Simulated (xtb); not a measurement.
**Single-point calculation, with input and output: CH3FOZn**

- system: CH3FOZn, SMILES C[O][Zn][F]
- method: GFN2-xTB, CPCM-X solvent hexane (xtb 6.7.1)

The geometry comes from this level: GFN2-xTB.

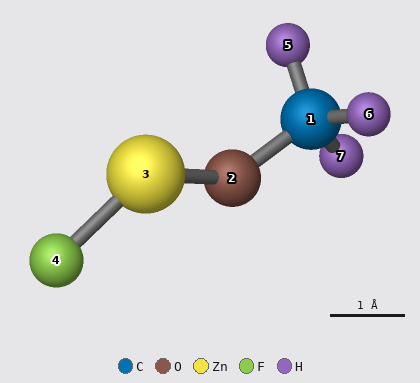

**Figure 1.** The structure as given in the input (ball-and-stick view, seen at a tilt; atoms are numbered from 1 in the order of the input). Sticks mark near contacts.

## The input (input.xyz)
```
7
start
C      0.204080     1.048530     0.031100
O      0.302760    -0.343020    -0.065850
Zn    -0.809060    -1.672370     0.029130
F     -0.343520    -3.300160    -0.147870
H     -0.431450     1.478200    -0.748150
H     -0.149880     1.375400     1.012840
H      1.227060     1.413410    -0.111200
```

Run as:
```bash
xtb input.xyz --cpcmx hexane --json --cma --gfn 2 --chrg 0 -P 1 > run.log 2> xtb.err
```

## The program's output
```
########################################################################
[ERROR] Program stopped due to fatal error
-2- Command line argument parsing failed
-1- prog_main_parseArguments: The CPCM-X library was not included in this version of xTB.
########################################################################
```

## Standard error
```
ERROR STOP
Error termination. Backtrace:
abnormal termination of xtb
```

## What the run reported

```json
{"quantity": "outcome", "value": "refused by the program"}
{"quantity": "hardware", "value": "1 thread of Arm Neoverse V1, 24 GiB of memory available, shared host"}
```

## Diagnosis

The program refused the input.
